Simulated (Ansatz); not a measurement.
Stretching the Mg1–H2 bond in BrHMg (SMILES [MgH][Br]) (multiplicity 1 held, fragments rigid). Energies count from the point at 1.681 Å.
Geometry at that point (charge 0, multiplicity 1):
```xyz
3

Mg     0.00000     0.00000    -1.67668
H      0.00000     0.00000    -3.35774
Br     0.00000     0.00000     0.67080
```

R- and RO- levels are restricted; in cc, def2 and unpolarised 6-31G sets they are followed outwards from rest. Active spaces are followed from a long bond inwards. Curves can end on different states.

Correlated levels freeze the cores. Filled d and f shells under p-block atoms count as core.

Codes used: Ansatz (Gaussian orbitals). 

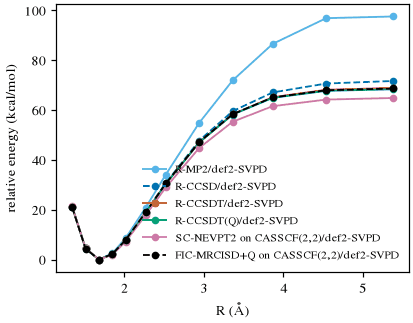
Fig. 1. Relative energy along the coordinate

Q: Read off the R-MP2/def2-SVPD curve at R = 2.942.

A: about 55 kcal/mol

Doubts at one or more of the structures used: a restricted determinant that unrestricted orbitals would lower (R-MP2/def2-SVPD, R-CCSD/def2-SVPD, R-CCSDT/def2-SVPD, R-CCSDT(Q)/def2-SVPD); T1 above 0.05 (R-CCSD/def2-SVPD, R-CCSDT/def2-SVPD, R-CCSDT(Q)/def2-SVPD); other coupled-cluster roots lie near (R-CCSD/def2-SVPD, R-CCSDT/def2-SVPD, R-CCSDT(Q)/def2-SVPD).

Ansatz is a program for electronic structure.
